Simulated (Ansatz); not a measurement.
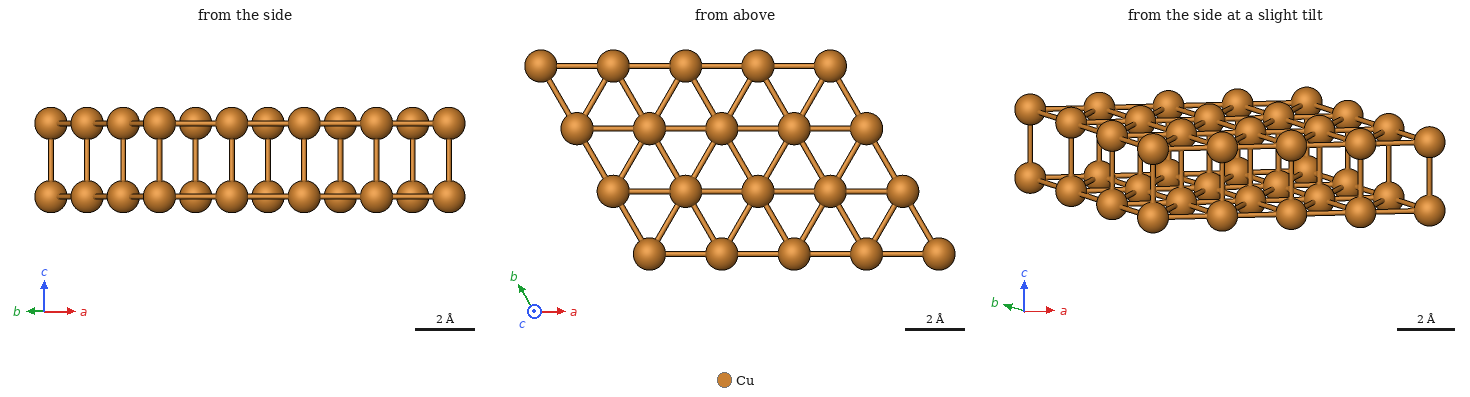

A ball-and-stick picture of a periodic sheet, seen from the side, from above and from the side at a slight tilt. The surface normal points up in side views; the vacuum is left out. 4×3 cells are drawn in the plane, with atoms at the edges repeated.

The cell holds 2 Cu.

**What is the slab's thickness, atom centre to atom centre?**

About 2.5 Å from the lowest to the highest atom.

**What is the order of the atomic planes, starting from the top?**

Two planes: Cu / Cu.

**How is it built?**

The neighbours of Cu are seven Cu at about 2.5 Å. The bonds build Cu layers parallel to the surface.

The model was built from a structure type filled with this element by a generator (whether the element takes this form wasn't checked). What is shown is the relaxed result from DFT PBE, scalar-relativistic, plane waves, PAW (Ansatz).
